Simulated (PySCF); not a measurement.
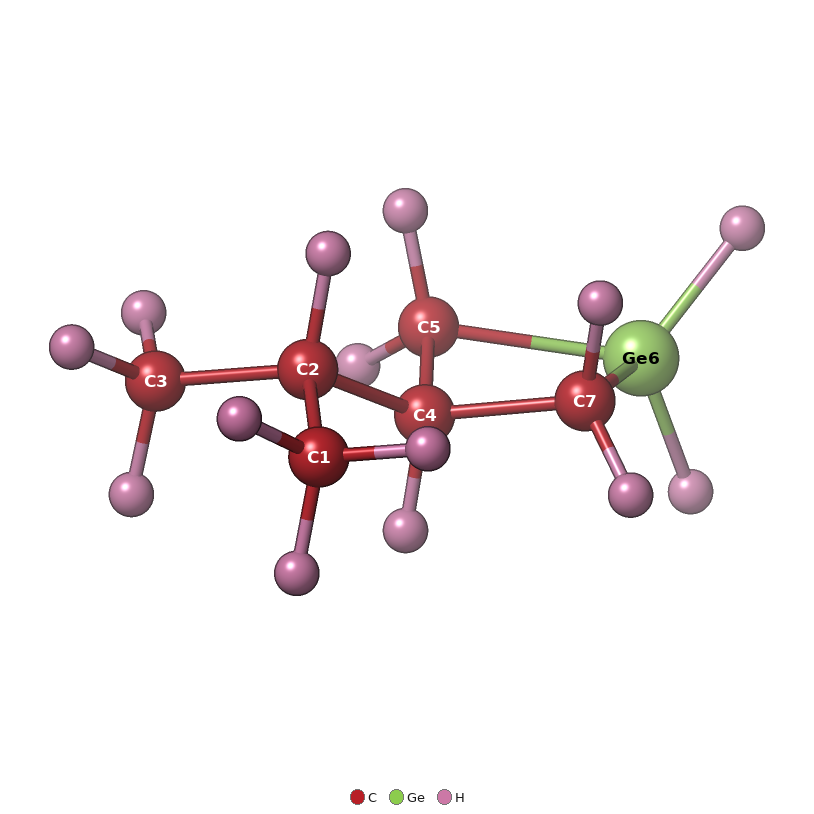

Atoms fade into the background with distance from the viewer. The computed structure is the end point of a PBE0-D3(BJ)/def2-SVP optimisation. No frequency run is at hand to confirm it as a minimum.

> What is the conformation of the ring C4–C5–Ge6–C7?

It is puckered (butterfly). The Cremer–Pople amplitude Q is 0.29 Å.

> Give the torsion angles round the ring, beginning with the bond from its second to its third atom.

−17°, 17°, −22°, 22°.
